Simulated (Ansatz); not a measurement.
# AlB2H5: the cost of one run

All numbers are computed with the Python package of Ansatz 0.2.0. The levels of theory stand in the script.

## Step 1: Starting point

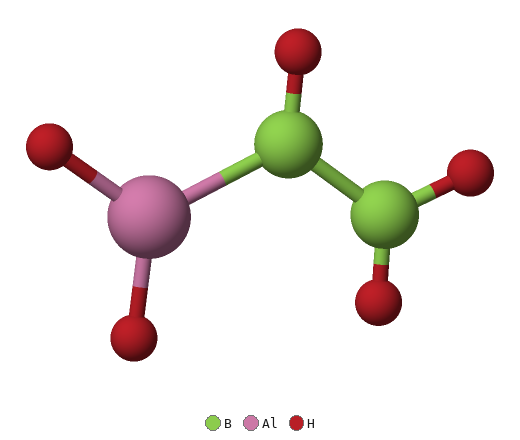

The structure that the script starts from, seen from a chosen angle (boron green, aluminium pink, hydrogen red).

The script holds or builds the structure itself.

## Step 2: The script

File disp.py:

```python
import warnings

import ansatz as az

BASIS = "def2-SVP"

warnings.simplefilter("ignore", az.DeckWarning)

geometry_ang = [
    ("B", (-1.1978, 0.6548, -0.753)),
    ("B", (0.0992, 0.6979, 0.1953)),
    ("Al", (1.0593, -1.0656, 0.5844)),
    ("H", (-1.5742, -0.3009, -1.2277)),
    ("H", (-1.8062, 1.7062, -1.0094)),
    ("H", (0.5008, 1.7303, 0.6516)),
    ("H", (0.5802, -2.4354, -0.0156)),
    ("H", (2.4309, -1.0444, 1.5186)),
]
molecule = az.Crystal.molecule()
for symbol, xyz in geometry_ang:
    molecule = molecule.atom(symbol, xyz)

base = molecule.calculation().basis(gaussian=BASIS)
for name in ["r2scan", "pbe"]:
    for correction in ("d3bj", "d4"):
        r = base.functional(name, dispersion=correction).run(threads=1).report
        print(f"{name:8s} {correction:5s} total {r['free_energy_ev']:.5f} eV, of which dispersion {1000 * r['dispersion']['energy']['ev']:.2f} meV")
```

## Step 3: Running it

Command:

```
$ python disp.py
```

**Question.** How long does this script take on 1 thread of Arm Neoverse V2, shared host, and how much memory does it need?

About 8.8 s, with a peak of 0.18 GiB.
